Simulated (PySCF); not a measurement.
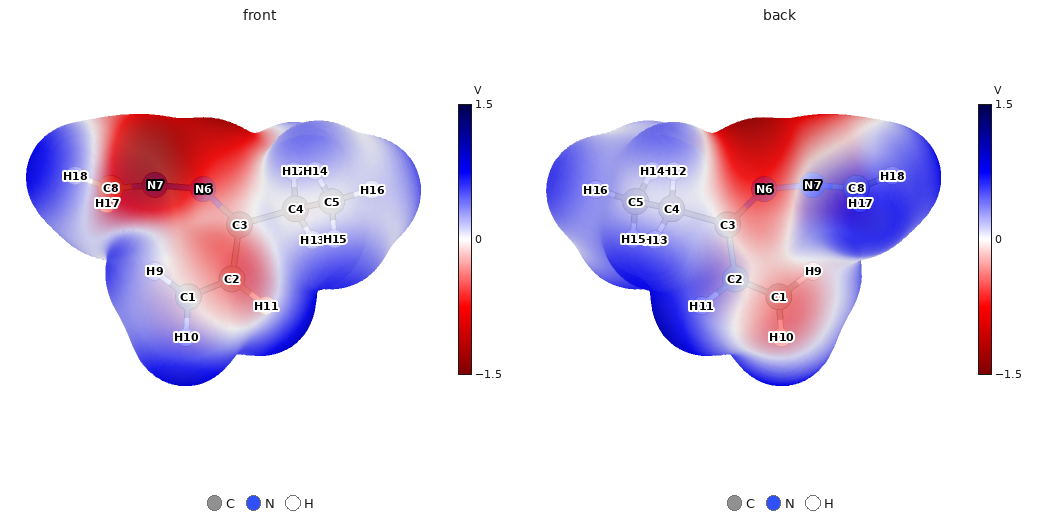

*C$_{6}$H$_{10}$N$_{2}$ (SMILES C=C/C(CC)=N\N=C). The molecular electrostatic potential painted on the density surface at 0.002 e/bohr³, seen from the front and from behind; red is negative and blue positive.*

Geometry: GFN2-xTB.

Theory: PySCF 2.14.0, CAM-B3LYP/def2-SVPD, SCF density, gas phase.

```xyz
18

C    -1.6165   -1.5274    0.0603
C    -0.3937   -1.2127   -0.3571
C     0.2264    0.1001   -0.2502
C     1.7075    0.1883   -0.5015
C     2.4927   -0.4405    0.6502
N    -0.3692    1.1856    0.0529
N    -1.5228    1.4685    0.4987
C    -2.5278    1.9911   -0.0607
H    -2.2597   -0.8085    0.5383
H    -2.0059   -2.5258   -0.0442
H     0.2309   -1.9719   -0.8104
H     1.9860    1.2374   -0.6029
H     1.9502   -0.3290   -1.4330
H     2.2592    0.0696    1.5816
H     2.2389   -1.4925    0.7619
H     3.5617   -0.3597    0.4678
H    -2.6299    2.1195   -1.1353
H    -3.3368    2.3143    0.5721
```

**Which sites attract a positive test charge, and which a negative one?**

A positive charge is drawn to the negative regions and a negative charge to the positive ones. The most negative region (about −1.3 V) lies over N6 and N7, the most positive (about +0.9 V) over H11.

**What dipole moment does the calculation give?**

Its dipole moment is 1.55 D.
